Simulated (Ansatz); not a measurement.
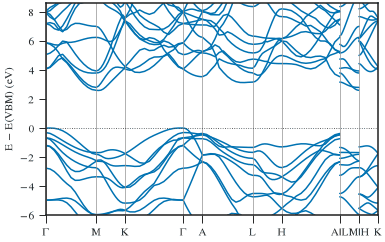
Figure. Band structure from PBE+D3(BJ) (plane waves, PAW; program Ansatz)

The gap is 2.59 eV; an edge lies off the plotted path or next to a special point (maximum off the standard path, minimum on the M–K line, 9 % of the way from M).

The material is BeS in space group P6_422 (No. 181; Be on 3c, S on 3d).

The start of the workflow was typed in or built on a structure type; neither database checked (COD, Materials Project) lists it. COD files the formula under space group No. 216, so this cell is another polymorph or a model. Its standing as an ambient phase is unchecked. Symmetry was held in the PBE+D3(BJ) relaxation; its stability against distortions is not shown here.

Potentials: the later of the program's two PAW sets.
